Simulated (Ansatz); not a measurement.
# SiNH4O (SMILES N[SiH]O) at RPA@PBE0/6-311+G(d,p)

Aim: the vertical doublet–quartet gap of SiNH4O at RPA@PBE0/6-311+G**, from 2 runs. 

The results are computed with Ansatz 0.2.0.

53 further runs of the same task are left out: 53 set aside as unsound or not needed.

### Step 1. The structure to begin with

The species is SiNH4O (7 atoms), meant as a doublet with charge 0. As SMILES, `N[SiH]O`. The coordinates come from a PBE0-D4/def2-TZVP relaxation. This is one conformer, not always the lowest.

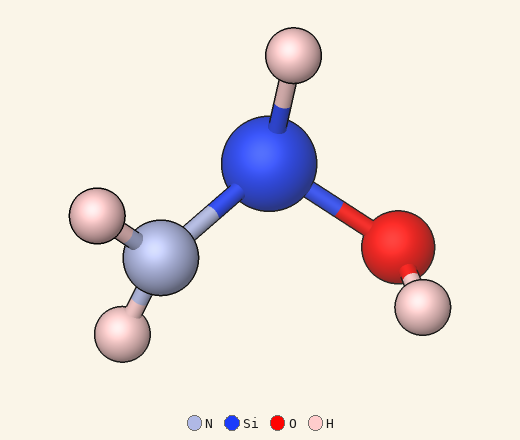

Viewed from a chosen angle; nitrogen light blue, silicon blue, oxygen red, hydrogen pink.

### Step 2. The energy at RPA@PBE0/6-311+G(d,p)

in.yaml

```yaml
crystal:
  periodic: [false, false, false]
  atoms:
    - {symbol: N, position_ang: [-0.694900, 0.548300, -0.575200]}
    - {symbol: Si, position_ang: [0.293100, 0.159000, 0.781300]}
    - {symbol: O, position_ang: [1.622900, -0.672400, 0.270300]}
    - {symbol: H, position_ang: [-0.355900, 1.168100, -1.294800]}
    - {symbol: H, position_ang: [-1.685800, 0.673200, -0.432900]}
    - {symbol: H, position_ang: [-0.599100, -0.661900, 1.664700]}
    - {symbol: H, position_ang: [1.480900, -1.282400, -0.459000]}
basis:
  gaussian:
    orbitals: 6-311+G_st__st_-spherical.json
magnetization:
  spin_polarized: true
  initial_magnetization: 1
hamiltonian:
  xc: pbe0
correlation:
  method: rpa
  frozen_orbitals: {H: 0, "N": 1, O: 1, Si: 5}
accuracy: high
```

The basis set 6-311+G** is read from a file made from the Basis Set Exchange's data (not shown).

Command:

```bash
$ ansatz run in.yaml --threads 1 --pin off --max-ram 3480MiB --events-out events.jsonl --progress --plain --runs-dir runs
```

Log:

```text
Warning: RAYON_NUM_THREADS=1 ignored (pool sized by the plan → 1); use --threads N
Functional definition: PBE0
  name "PBE0"
  parameter a = 0.25
  parameter kappa = 0.804
  parameter beta = 0.06672455060314922
  exchange = (1 - a)*pbe_x(kappa = kappa, mu = beta*pi^2/3) + a*exact_x
  correlation = pbe_c(beta = beta)
1830 factors; integrals over basis functions are off by at most 4.2e-9 eV
mean field evaluation 1: about -11463.8395 eV, gradient 5.5e1 eV
mean field evaluation 2: about -11463.9472 eV, gradient 5.5e1 eV
mean field evaluation 4: about -11474.1163 eV, gradient 6.3e0 eV
mean field evaluation 8: about -11474.3318 eV, gradient 5.2e-1 eV
mean field evaluation 16: about -11474.3330 eV, gradient 2.4e-4 eV
mean field -11474.33295830 eV, -421.6739586353 hartree, gradient 2.4e-8 eV, S^2 0.751807; 0 other end points of the search recorded, 0 dependent functions left out
7 core orbitals not correlated: weight in the atoms' cores, before any rotation towards them, 1.000 or more for the frozen orbitals, at most 0.000 for the correlated occupied ones
reference -11445.94376918 eV, -420.6306751778 hartree; 10, 9 occupied and 81, 82 virtual orbitals, 1830 factors
Total energy: -11464.75960073 eV, -421.3221442338 hartree
```

It took 9 s on 1 thread of Intel Xeon 6975P-C (Granite Rapids), shared host; peak memory 0.44 GiB.

### Step 3. The quartet

in.yaml

```yaml
crystal:
  periodic: [false, false, false]
  atoms:
    - {symbol: "N", position_ang: [-0.694900, 0.548300, -0.575200]}
    - {symbol: Si, position_ang: [0.293100, 0.159000, 0.781300]}
    - {symbol: O, position_ang: [1.622900, -0.672400, 0.270300]}
    - {symbol: H, position_ang: [-0.355900, 1.168100, -1.294800]}
    - {symbol: H, position_ang: [-1.685800, 0.673200, -0.432900]}
    - {symbol: H, position_ang: [-0.599100, -0.661900, 1.664700]}
    - {symbol: H, position_ang: [1.480900, -1.282400, -0.459000]}
basis:
  gaussian: {orbitals: 6-311+G_st__st_-spherical.json}
magnetization: {spin_polarized: true, initial_magnetization: 3}
hamiltonian: {xc: {name: PBE0}}
correlation: {method: rpa, frozen_orbitals: {H: 0, "N": 1, O: 1, Si: 5}}
accuracy: high
```

The basis set 6-311+G** is read from a file made from the Basis Set Exchange's data (not shown).

Command:

```bash
$ ansatz run in.yaml --threads 1 --pin off --max-ram 3480MiB --events-out events.jsonl --progress --plain --runs-dir runs
```

Log (excerpt; [...] marks lines left out):

```text
Warning: RAYON_NUM_THREADS=1 ignored (pool sized by the plan → 1); use --threads N
Functional definition: PBE0
  name "PBE0"
[...]
1830 factors; integrals over basis functions are off by at most 4.2e-9 eV
[...]
mean field -11467.93596853 eV, -421.4388735975 hartree, gradient 7.7e-8 eV, S^2 3.754311; 7 other end points of the search recorded, 0 dependent functions left out
7 core orbitals not correlated: weight in the atoms' cores, before any rotation towards them, 1.000 or more for the frozen orbitals, at most 0.000 for the correlated occupied ones
reference -11440.11100243 eV, -420.4163249536 hartree; 11, 8 occupied and 80, 83 virtual orbitals, 1830 factors
Total energy: -11458.40275359 eV, -421.0885344100 hartree
```

Run time: 20 s. Hardware: 1 thread of Intel Xeon 6975P-C (Granite Rapids), shared host; peak memory 0.51 GiB.

### Step 4. Results

At RPA@PBE0/6-311+G**, 7 core orbitals frozen:

```
                                        quantity          value
                           doublet: total energy  -421.32214 Eh
       doublet: RPA correlation energy (valence)     -691.5 mEh
      doublet: ⟨S²⟩ of the reference determinant          0.752
                           quartet: total energy  -421.08853 Eh
       quartet: RPA correlation energy (valence)     -672.2 mEh
      quartet: ⟨S²⟩ of the reference determinant          3.754
vertical energy of the quartet above the doublet       6.357 eV
```

What this shows: At this shape the quartet lies 6.36 eV (613 kJ/mol) above the doublet.
